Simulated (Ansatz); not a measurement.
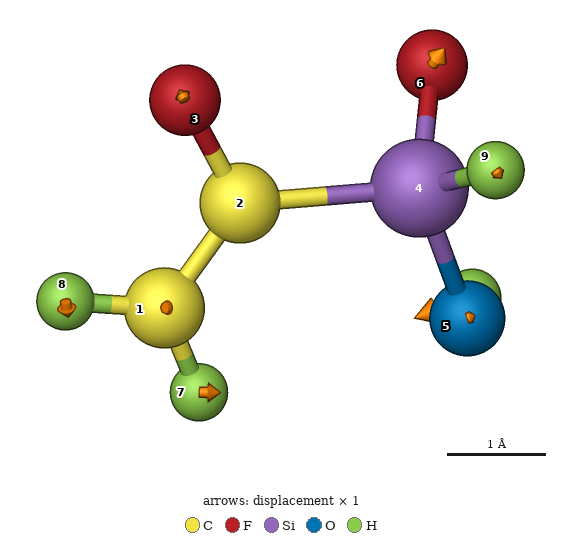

This is a relaxation of C₂H₄F₂OSi. The starting structure is drawn; orange arrows show the displacements, at their true length. The two geometries are superimposed by the best rigid fit.

The picture is a ball-and-stick view, seen at a tilt.

The run prepares an end point of a later path (torsion) calculation, from a guessed geometry.

Theory: RKS PBE/STO-3G (Ansatz 0.2.0).

Input
```yaml
crystal:
  periodic: [false, false, false]
  atoms:
    - { symbol: C, position_ang: [-0.9701, -1.2336, 0.7528] }
    - { symbol: C, position_ang: [-0.1678, -0.1762, 0.9268] }
    - { symbol: F, position_ang: [-0.0387, 0.2762, 2.1827] }
    - { symbol: Si, position_ang: [0.8926, 0.6778, -0.389] }
    - { symbol: O, position_ang: [0.4576, 0.1146, -1.9311] }
    - { symbol: F, position_ang: [0.4398, 2.2414, -0.3899] }
    - { symbol: H, position_ang: [-1.183, -1.6169, -0.2334] }
    - { symbol: H, position_ang: [-1.5095, -1.5957, 1.5817] }
    - { symbol: H, position_ang: [2.2783, 0.5326, -0.1143] }
    - { symbol: H, position_ang: [-0.1161, 0.7287, -2.3834] }
basis:
  gaussian: { orbitals: STO-3G }
hamiltonian:
  xc: pbe
relax:
  f_tol: 0.015
  max_steps: 40
```

Run as
```bash
ansatz run input.yaml --threads 1 --pin off --max-ram 2048MiB --backend cpu --events-out ev --progress --plain --runs-dir out
```

Atoms of which element are displaced furthest, and by how much?

Answer. Hydrogen: up to 0.66 Å, against 0.26 Å for fluorine.

Describe the change and its energy.

Answer. The energy falls by 57.0 kJ/mol in 13 accepted moves (16 points after the start). The largest force component goes from 3.7 to 0.015 eV/Å. The line search rejected the trial steps at points 5, 7, 11 of the run. H10 moves most after the best rigid fit: 0.66 Å. By element the largest moves are H 0.66 Å, F 0.26 Å, C 0.12 Å, O 0.09 Å, Si 0.08 Å. Near-neighbour distances that change, for instance: O5–H10 0.954 → 1.034 Å, C1–H8 1.053 → 1.101 Å, Si4–H9 1.420 → 1.463 Å, C2–F3 1.341 → 1.383 Å. Among the angles between lasting bonds that change: Si4–O5–H10 111.8° → 103.3°, O5–Si4–H9 113.1° → 105.0°, O5–Si4–F6 104.3° → 110.5°. Groups turn about Si4–O5 by about 50°. Cost: 41 s on 1 thread of Arm Neoverse V2, on a shared host, peak memory 0.15 GiB.

Limits of the set-up: STO-3G is a minimal basis, so the numbers are rough.
